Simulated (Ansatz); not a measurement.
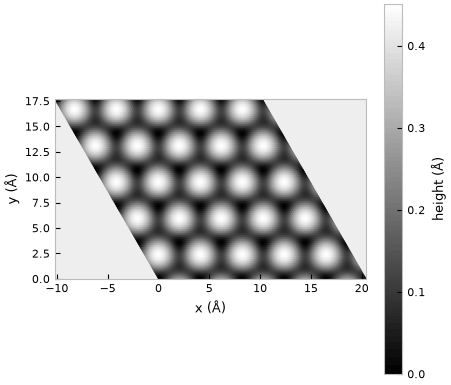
*Simulated constant-current image at -1.6 V from a Fermi level inside the gap (filled states down to 1.0 eV under the valence edge)*

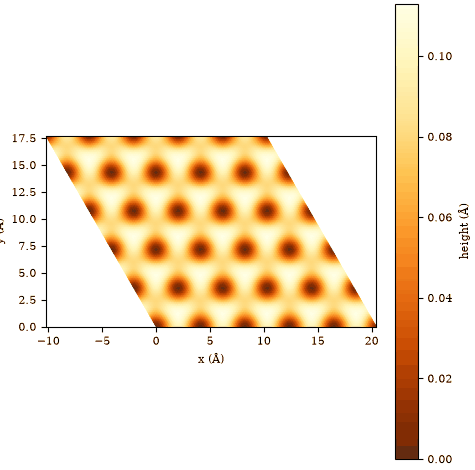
Fig. 1. Simulated constant-current image at +1.7 V from a Fermi level inside the gap (empty states up to 1.0 eV over the conduction edge)

All values below come from PBE, Tersoff-Hamann images (plane waves, PAW; Ansatz, an electronic-structure program).

Mesh 18×18×1, no spin-orbit coupling, no spin polarisation; biases count from the run's Fermi level. The set point is the mean density 3.5 Å over the top atom.

The sample is: single layer of Sb (symmetry P-3m1 as a slab, 2 atoms a cell). Atoms are numbered in the order of this list of the upper atoms (x, y, depth in Å): Sb1 (2.1, 3.6, 1.6); Sb2 (0.0, 2.4, 0.0).

Which sites are bright, and how large is the corrugation?

At -1.6 V the maximum lies over Sb2 and the sites alike, corrugation about 0.45 Å. At +1.7 V the maximum lies off the atoms, 2.4 Å sideways from Sb2, corrugation about 0.11 Å.
